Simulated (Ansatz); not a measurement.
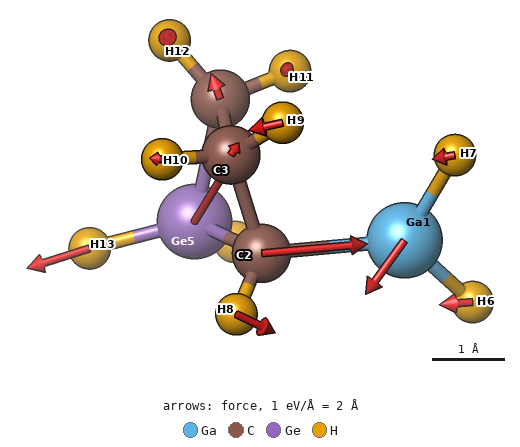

Starting geometry of C₃H₉GaGe with the computed forces as red arrows. A ball-and-stick model, seen from a free direction.

The start comes from GFN2-xTB.

All numbers below come from RKS PBE0-D4/def2-TZVP in Ansatz 0.2.0. Set-up: force threshold 0.005 eV/Å; at most 150 steps.

> Is this structure relaxed? If not, where do the atoms go?

It isn't relaxed: the largest force vector, on the Ge atom, is 0.81 eV/Å. The final displacements have little in common with the starting forces (cosine between the two patterns 0.17). The largest move after the best rigid fit is that of an H atom, 0.94 Å. By element the largest moves are H 0.94 Å, C 0.25 Å, Ge 0.20 Å, Ga 0.19 Å. Near-neighbour distances that change, for instance: C–Ga 2.029 → 1.953 Å, Ge–H 1.520 → 1.546 Å, C–Ge 1.987 → 1.969 Å, Ga–H 1.588 → 1.572 Å. Bond angles that change, for instance: Ga–C–C 103.8° → 118.5°, C–Ga–H 128.0° → 120.0°, Ga–C–H 117.0° → 110.5°. Groups turn about C–Ga by about 35°. After 13 geometry steps the energy has fallen by 5.38 kcal/mol. The largest force component goes from 0.67 to 0.0022 eV/Å. The run took about 25 s of wall time on a shared GPU.
